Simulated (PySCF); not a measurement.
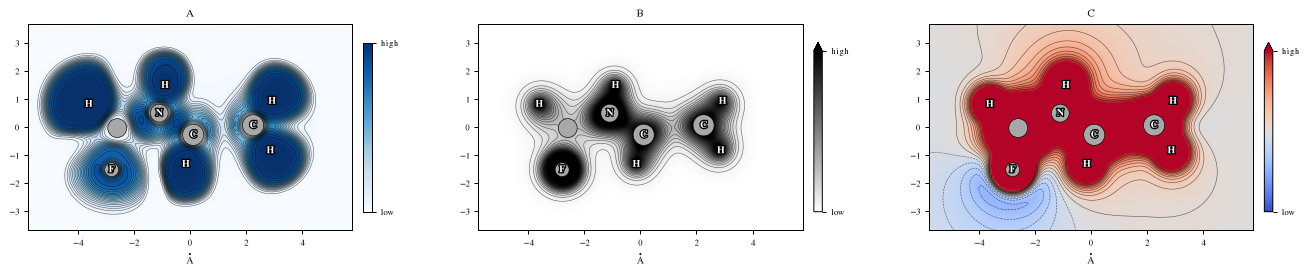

C4H10FNSi (SMILES F[SiH2]NC1CCC1): 3 fields on the plane of atoms C4, N3 and H10, with unlabelled colour scales. Grey discs cover the atomic cores.

Geometry: GFN2-xTB.

These are results of PySCF 2.14.0, PBE0/pcSseg-1, SCF density, gas phase, non-relativistic, not measurements.

The panels show electron density, electron localisation function and electrostatic potential in some order. Assign them.

Answer. Panel A: electron localisation function. Panel B: electron density. Panel C: electrostatic potential (strongly positive close to the atoms, with negative regions outside electron-rich atoms). From the grid: C–N (1.44 Å): ρ at the midpoint is about 1.9 e/Å³; the ELF peaks at about 0.90 between the atoms; a shared electron pair.
